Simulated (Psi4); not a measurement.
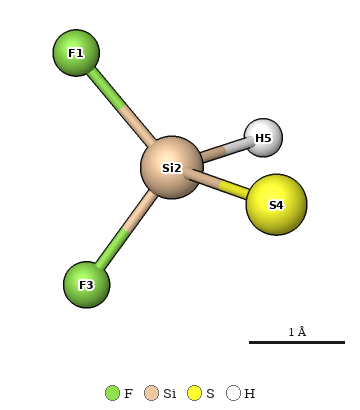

*The structure as given in the input (ball-and-stick view, seen at a tilt; atoms are numbered from 1 in the order of the input).*

Bond lengths as drawn: F–Si 1.58 Å, H–Si 1.47 Å and S–Si 2.10 Å.

**SiHSF₂: single-point calculation**

System: SiHSF₂, multiplicity 2, SMILES F[SiH](F)[S].
Method: MN15/cc-pVTZ, UKS (Psi4 1.11).

The geometry comes from this level: PBE0-D4/def2-TZVP.

### The program's output
```
=> Loading Basis Set <=

    Name: CC-PVTZ
    Role: ORBITAL
    Keyword: BASIS

         ---------------------------------------------------------
                                   SCF
                              UKS Reference
                        1 Threads,   1525 MiB Core
         ---------------------------------------------------------

  ==> Geometry <==

    Molecular point group: c1
    Full point group: C1

    Geometry (in Angstrom), charge = 0, multiplicity = 2:

       Center              X                  Y                   Z               Mass
    ------------   -----------------  -----------------  -----------------  -----------------
         F            0.112982661279    -0.416107626523     1.645728814335    18.998403162730
         SI           0.495082661279     0.034092373477     0.177128814335    27.976926534650
         F            0.488282661279     1.616592373477     0.205928814335    18.998403162730
         S           -0.848517338721    -0.728707626523    -1.249971185665    31.972071174400
         H            1.840482661279    -0.459207626523    -0.168571185665     1.007825032230

  Running in c1 symmetry.

  Rotational constants: A =      0.24102  B =      0.11159  C =      0.08359 [cm^-1]
  Rotational constants: A =   7225.48102  B =   3345.39586  C =   2505.82078 [MHz]
  Nuclear repulsion =  219.048892368938851

  Charge       = 0
  Multiplicity = 2
  Electrons    = 49
  Nalpha       = 25
  Nbeta        = 24

  ==> Algorithm <==

  SCF Algorithm Type is PK.
  DIIS enabled.
  MOM disabled.
  Fractional occupation disabled.
  Guess Type is SAD.
  Energy threshold   = 1.00e-03
  Density threshold  = 1.00e-03
  Integral threshold = 1.00e-12

  ==> Primary Basis <==

  Basis Set: CC-PVTZ
    Blend: CC-PVTZ
    Number of shells: 50
    Number of basis functions: 142
    Number of Cartesian functions: 163
    Spherical Harmonics?: true
    Max angular momentum: 3

  ==> DFT Potential <==

   => LibXC <=

    Version 7.1.2

   => Composite Functional: MN15 <=

   MN15 Hybrid Meta-GGA Exchange-Correlation Functional

    Deriv               =              1
    GGA                 =           TRUE
    Meta                =           TRUE

    Exchange Hybrid     =           TRUE
    MP2 Hybrid          =          FALSE

   => Exchange Functionals <=

    1.0000   XC_HYB_MGGA_X_MN15

   => Exact (HF) Exchange <=

    0.4400               HF

   => Correlation Functionals <=

    1.0000   XC_MGGA_C_MN15

   => LibXC Density Thresholds  <==

    XC_MGGA_C_MN15:  1.00E-15
    XC_HYB_MGGA_X_MN15:  1.00E-15

   => Molecular Quadrature <=

    Radial Scheme          =       TREUTLER
    Pruning Scheme         =           NONE
    Nuclear Scheme         =       TREUTLER

    Blocking Scheme        =         OCTREE
    BS radius alpha        =              1
    Pruning alpha          =              1
    Radial Points          =             99
    Spherical Points       =            590
    Total Points           =         278173
    Total Blocks           =           2088
    Max Points             =            255
    Max Functions          =            142
    Weights Tolerance      =       1.00E-15

  ==> Integral Setup <==

  Using in-core PK algorithm.
   Calculation information:
      Number of atoms:                   5
      Number of AO shells:              50
      Number of primitives:            180
      Number of atomic orbitals:       163
      Number of basis functions:       142

      Integral cutoff                 1.00e-12
      Number of threads:                 1

  Performing in-core PK
  Using 103093562 doubles for integral storage.
  We computed 781665 shell quartets total.
  Whereas there are 813450 unique shell quartets.

  ==> DiskJK: Disk-Based J/K Matrices <==

    J tasked:                  Yes
    K tasked:                  Yes
    wK tasked:                  No
    Memory [MiB]:             1029
    Schwarz Cutoff:          1E-12

  Cached 5.0% of DFT collocation blocks in 0.120 [GiB].

  Minimum eigenvalue in the overlap matrix is 2.8613203594E-03.
  Reciprocal condition number of the overlap matrix is 6.1432792797E-04.
    Using symmetric orthogonalization.

  ==> Pre-Iterations <==

  SCF Guess: Superposition of Atomic Densities via on-the-fly atomic UHF (no occupation information).

   -------------------------
    Irrep   Nso     Nmo
   -------------------------
     A        142     142
   -------------------------
    Total     142     142
   -------------------------

  ==> Iterations <==

                        Total Energy        Delta E     RMS |[F,P]|

   @UKS iter SAD:  -887.23759531748169   -8.87238e+02   0.00000e+00
   @UKS iter   1:  -887.70283288476605   -4.65238e-01   4.21219e-03 ADIIS/DIIS
   @UKS iter   2:  -887.64541723328591    5.74157e-02   5.50371e-03 ADIIS/DIIS
   @UKS iter   3:  -887.80395032935905   -1.58533e-01   4.82015e-04 ADIIS/DIIS
   @UKS iter   4:  -887.80551991793095   -1.56959e-03   8.61109e-05 DIIS
   @UKS iter   5:  -887.80561923507832   -9.93171e-05   2.86382e-05 DIIS
  Energy and wave function converged.

  ==> Post-Iterations <==

   Electrons on quadrature grid:
      Nalpha   =   24.9999998726 ; deviation = -1.274e-07
      Nbeta    =   23.9999998914 ; deviation = -1.086e-07
      Ntotal   =   48.9999997640 ; deviation = -2.360e-07

   @Spin Contamination Metric:   3.017527762E-03
   @S^2 Expected:                7.500000000E-01
   @S^2 Observed:                7.530175278E-01
   @S   Expected:                5.000000000E-01
   @S   Observed:                5.000000000E-01

    Orbital Energies [Eh]
    ---------------------

    Alpha Occupied:

       1A    -87.904633     2A    -65.399040     3A    -24.302415
       4A    -24.302383     5A     -7.758717     6A     -5.962851
       7A     -5.949589     8A     -5.942550     9A     -5.251832
      10A     -3.779040    11A     -3.777990    12A     -3.776295
      13A     -1.260209    14A     -1.238423    15A     -0.782670
      16A     -0.627807    17A     -0.567659    18A     -0.552470
      19A     -0.539025    20A     -0.509158    21A     -0.494068
      22A     -0.469189    23A     -0.397386    24A     -0.366639
      25A     -0.345034

    Alpha Virtual:

      26A      0.045856    27A      0.059881    28A      0.062667
      29A      0.107864    30A      0.165201    31A      0.209545
      32A      0.238451    33A      0.238526    34A      0.261570
      35A      0.264807    36A      0.289539    37A      0.337849
      38A      0.342504    39A      0.356195    40A      0.373600
      41A      0.384873    42A      0.509120    43A      0.511001
      44A      0.525713    45A      0.541311    46A      0.574139
      47A      0.607161    48A      0.738124    49A      0.778317
      50A      0.804613    51A      0.814484    52A      0.853887
      53A      0.857658    54A      0.907400    55A      0.940728
      56A      0.947067    57A      0.987533    58A      1.038918
      59A      1.044316    60A      1.048962    61A      1.101008
      62A      1.186667    63A      1.193236    64A      1.204895
      65A      1.244729    66A      1.246461    67A      1.333072
      68A      1.381142    69A      1.448648    70A      1.484954
      71A      1.490923    72A      1.535219    73A      1.582423
      74A      1.586438    75A      1.590469    76A      1.609566
      77A      1.622180    78A      1.703220    79A      1.748382
      80A      1.775914    81A      1.810883    82A      1.847961
      83A      1.892930    84A      1.930723    85A      1.992914
      86A      2.053165    87A      2.094983    88A      2.177767
      89A      2.235916    90A      2.252268    91A      2.269118
      92A      2.453660    93A      2.463929    94A      2.524335
      95A      2.565489    96A      2.584981    97A      2.660031
      98A      2.769581    99A      2.856588   100A      2.961037
     101A      3.256359   102A      3.264546   103A      3.377692
     104A      3.378085   105A      3.638135   106A      3.848231
     107A      3.879185   108A      3.922995   109A      4.125340
     110A      4.558670   111A      4.565546   112A      4.586353
     113A      4.591065   114A      4.672885   115A      5.077799
     116A      5.232958   117A      6.696657   118A      6.706839
     119A      6.721541   120A      6.722217   121A      6.723968
     122A      6.726575   123A      6.744783   124A      6.752924
     125A      6.765166   126A      6.765652   127A      6.776447
     128A      6.787217   129A      6.806664   130A      6.818210
     131A      8.089593   132A      8.099972   133A      8.118124
     134A      8.171564   135A      8.372092   136A      8.381943
     137A      8.396692   138A      8.453100   139A      8.506656
     140A      8.529525   141A     10.601916   142A     10.650665

    Beta Occupied:

       1A    -87.900572     2A    -65.399077     3A    -24.302343
       4A    -24.302310     5A     -7.755457     6A     -5.955267
       7A     -5.948035     8A     -5.940991     9A     -5.252006
      10A     -3.779142    11A     -3.778248    12A     -3.776377
      13A     -1.260042    14A     -1.238268    15A     -0.743882
      16A     -0.624081    17A     -0.567371    18A     -0.550791
      19A     -0.537044    20A     -0.509050    21A     -0.493897
      22A     -0.460697    23A     -0.382089    24A     -0.328129

    Beta Virtual:

      25A     -0.169464    26A      0.044440    27A      0.063921
      28A      0.073753    29A      0.114569    30A      0.174298
      31A      0.217304    32A      0.239514    33A      0.246359
      34A      0.272710    35A      0.279542    36A      0.319244
      37A      0.348690    38A      0.354248    39A      0.379376
      40A      0.394797    41A      0.416167    42A      0.515154
      43A      0.517779    44A      0.531250    45A      0.565074
      46A      0.595038    47A      0.609562    48A      0.737026
      49A      0.779445    50A      0.803891    51A      0.831806
      52A      0.854184    53A      0.856369    54A      0.907925
      55A      0.940120    56A      0.944664    57A      0.987492
      58A      1.031978    59A      1.039034    60A      1.045989
      61A      1.105712    62A      1.186125    63A      1.202495
      64A      1.213999    65A      1.241378    66A      1.253594
      67A      1.339411    68A      1.386013    69A      1.449476
      70A      1.540792    71A      1.549389    72A      1.576645
      73A      1.599648    74A      1.600524    75A      1.601976
      76A      1.669752    77A      1.674923    78A      1.719944
      79A      1.771662    80A      1.818002    81A      1.849137
      82A      1.878812    83A      1.922833    84A      1.930480
      85A      2.037029    86A      2.054353    87A      2.102912
      88A      2.195252    89A      2.218881    90A      2.237045
      91A      2.269971    92A      2.453701    93A      2.462300
      94A      2.519710    95A      2.565730    96A      2.584402
      97A      2.659728    98A      2.771958    99A      2.855941
     100A      2.952204   101A      3.244810   102A      3.271203
     103A      3.356783   104A      3.373445   105A      3.628736
     106A      3.857415   107A      3.883411   108A      3.926984
     109A      4.138889   110A      4.558149   111A      4.565431
     112A      4.586168   113A      4.591087   114A      4.671710
     115A      5.077553   116A      5.232444   117A      6.696761
     118A      6.706841   119A      6.721503   120A      6.722162
     121A      6.723909   122A      6.726550   123A      6.744742
     124A      6.752952   125A      6.765248   126A      6.765729
     127A      6.776436   128A      6.787215   129A      6.806747
     130A      6.818254   131A      8.089621   132A      8.099946
     133A      8.118172   134A      8.171493   135A      8.372113
     136A      8.381932   137A      8.396879   138A      8.453398
     139A      8.506868   140A      8.529804   141A     10.602017
     142A     10.650632

    Final Occupation by Irrep:
              A
    DOCC [    24 ]
    SOCC [     1 ]
    NA   [    25 ]
    NB   [    24 ]

  @UKS Final Energy:  -887.80561923507832

   => Energetics <=

    Nuclear Repulsion Energy =            219.0488923689388514
    One-Electron Energy =               -1666.5797567315103151
    Two-Electron Energy =                 598.3165494400925581
    DFT Exchange-Correlation Energy =     -38.5913043125993696
    Empirical Dispersion Energy =           0.0000000000000000
    VV10 Nonlocal Energy =                  0.0000000000000000
    Total Energy =                       -887.8056192350783249

  UHF NO Occupations:
  HONO-2 :   23  A 1.9997025
  HONO-1 :   24  A 1.9990412
  HONO-0 :   25  A 1.0000000
  LUNO+0 :   26  A 0.0009588
  LUNO+1 :   27  A 0.0002975
  LUNO+2 :   28  A 0.0001871
  LUNO+3 :   29  A 0.0000573

Computation Completed

Properties will be evaluated at   0.000000,   0.000000,   0.000000 [a0]

Properties computed using the SCF density matrix

 Multipole Moments:

 ------------------------------------------------------------------------------------
     Multipole            Electronic (a.u.)      Nuclear  (a.u.)        Total (a.u.)
 ------------------------------------------------------------------------------------

 L = 1.  Multiply by 2.5417464519 to convert [e a0] to [Debye]
 Dipole X            :         -0.9307375            1.1465921            0.2158546
 Dipole Y            :          1.3675064           -1.5814621           -0.2139557
 Dipole Z            :          1.6878449           -1.9339232           -0.2460783
 Magnitude           :                                                    0.3910560

 ------------------------------------------------------------------------------------

	total time  =         53 seconds =       0.88 minutes
```

The run was set up as follows.

### The input (f2hssi.py)
```python
import psi4

psi4.set_memory('1600 MB')
psi4.set_num_threads(1)
psi4.core.set_output_file('output.dat', False)

m = psi4.geometry("""
0 2
F     -0.294700    -0.440200     1.515400
Si     0.087400     0.010000     0.046800
F      0.080600     1.592500     0.075600
S     -1.256200    -0.752800    -1.380300
H      1.432800    -0.483300    -0.298900
symmetry c1
""")

options = {'reference': 'uks', 'puream': True, 'scf_type': 'pk', 'dft_radial_points': 99, 'dft_spherical_points': 590, 'd_convergence': 0.001, 'e_convergence': 0.001, 'maxiter': 150}
psi4.set_options(options)

e, wfn = psi4.energy("mn15/cc-pVTZ", molecule=m, return_wfn=True)
print('E =', round(e, 9))
```

Command:
```bash
python f2hssi.py
```

### Summary

- outcome: converged
- total energy: −887.805619 hartree
- basis functions: 142
- ⟨S²⟩: 0.753
- dipole moment: 0.99 D
- hardware: 1 thread of Intel Xeon (Sapphire Rapids), 16 GiB of memory available, shared host
- wall time: 56 s
- peak memory: 1.3 GiB

### Notes

Settings chosen away from the usual ones: scf_conv set to 0.001 (from 0.01). These settings are looser than, or depart from, a standard set-up, so the numbers are not reference values for this system.
